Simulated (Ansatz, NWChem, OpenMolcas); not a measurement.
## A correction line for BLYP/aug-cc-pVDZ: atomisation enthalpy at 298 K

The atomisation enthalpy at 298 K in kJ/mol of 6 O-containing molecules: x at BLYP/aug-cc-pVDZ, y from tabulated heats of molecules and atoms (Active Thermochemical Tables, CRC Handbook of Chemistry and Physics, NIST-JANAF tables). Shapes, held fixed at every level: PBE0-D4/def2-TZVP. Flexible molecules stand in one conformer, not always the lowest. Computed values hold a harmonic thermal term (BLYP/cc-pVTZ, PBE0-D4/def2-TZVP) and the atoms' spin-orbit lowering. Programs: Ansatz 0.2.0, NWChem 7.3.0, OpenMolcas 26.06. A level may come from different programs for different species; with the same settings they agree closely.

| molecule | x (kJ/mol) | y (kJ/mol) |
| --- | --- | --- |
| SOF2 (thionyl fluoride) | 1153 | 1229 |
| C2H2O (oxirene) | 1824 | 1843 |
| B(BO)O (diboron dioxide) | 2095 | 2095 |
| C2H2O (ethenone) | 2151 | ? |
| C2H2O2 (glyoxal) | 2564 | 2581 |
| C2H3FO (acetyl fluoride) | 2810 | 2858 |

Question: Fit y = c + s·x to the known rows and predict y for C2H2O (ethenone).

Answer: 
1. Means of the 5 rows: x = 2089.20, y = 2121.2.
2. Σ(Δx)² = 1691823, Σ(Δx·Δy) = 1658303, so the slope is 1658303/1691823 = 0.98019.
3. Intercept: 2121.2 − (0.98019) × 2089.20 = 73.4. The largest residual of the fit is 32.
4. C2H2O (ethenone): 73.4 + 0.98019 × 2151 = 2182 kJ/mol.

The tabulated heats give 2168 kJ/mol, so the prediction is off by +14 kJ/mol, within the largest residual. Uncorrected, BLYP/aug-cc-pVDZ misses C2H2O (ethenone) by -17 kJ/mol, and the other rows by 32 on average. With references in doubt, neither the misses nor the line can be laid on the level alone. Left out in turn, the other rows are missed by 45 kJ/mol on average, worse than no correction. The heats of C2H3FO (acetyl fluoride) come from older tables and can be uncertain by 10 kJ/mol or more. The tabulated values of SOF2, B(BO)O are in doubt (older tables, estimates, or at odds with other calculations) and kept here.

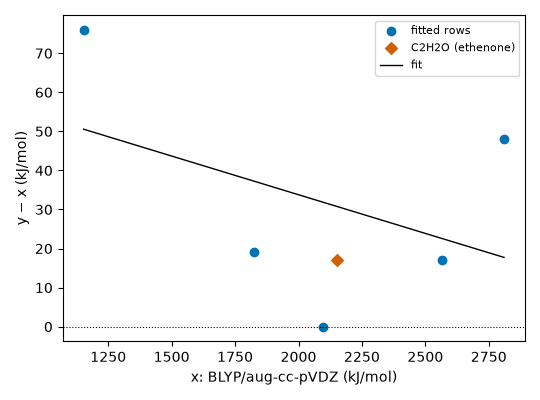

The correction y − x against x, with the fitted line and the withheld molecule.
